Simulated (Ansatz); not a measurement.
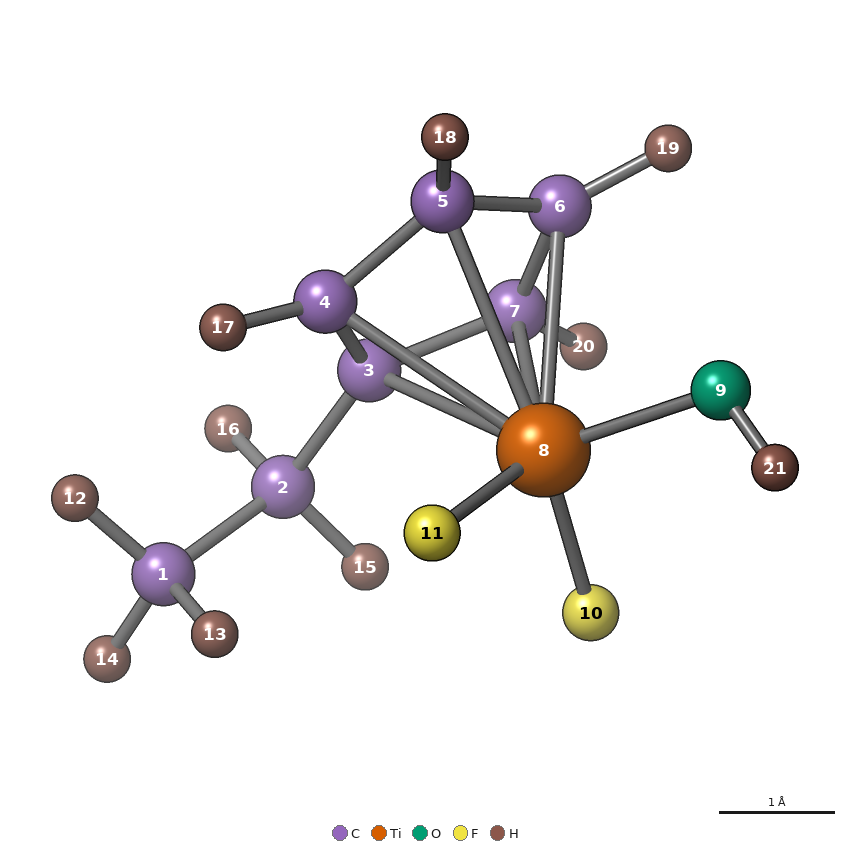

Orthographic view. Atoms fade into the background with distance from the viewer. The species is neutral and a spin singlet. The computed structure is the end point of a PBE0-D4/def2-TZVP optimisation. No frequency run is at hand to confirm it as a minimum.

Write the connection table.

C1: C2, H12, H13, H14
C2: C1, C3, H15, H16
C3: C2, C4, C7, Ti8
C4: C3, C5, Ti8, H17
C5: C4, C6, Ti8, H18
C6: C5, C7, Ti8, H19
C7: C3, C6, Ti8, H20
Ti8: C3, C4, C5, C6, C7, O9, F10, F11
O9: Ti8, H21
F10: Ti8
F11: Ti8
(terminal hydrogens appear only as neighbours)
